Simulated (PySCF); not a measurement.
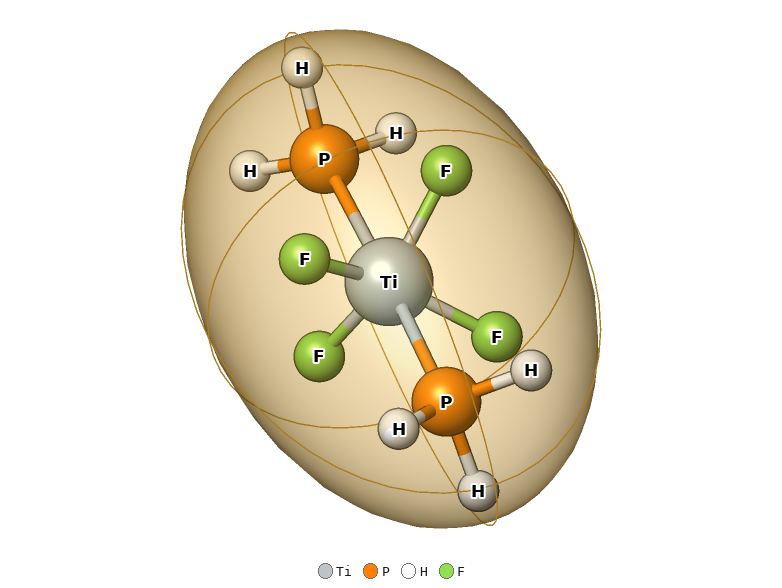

The ellipsoid shows the static dipole polarisability: its half-axes are proportional to the principal values. Charge 0, singlet. The geometry was computed by an optimisation with PBE0-D3(BJ)/def2-SVP. No frequency run is at hand to confirm it as a minimum. Method: CAM-B3LYP/def2-SVPD (PySCF 2.14.0).

**Give the principal values, the mean and the anisotropy.**

Principal values 81.2, 81.5, 135.6 bohr³; mean 99.5 bohr³ (14.74 Å³); anisotropy 54.2 bohr³, so the longest axis is 1.67 times the shortest.
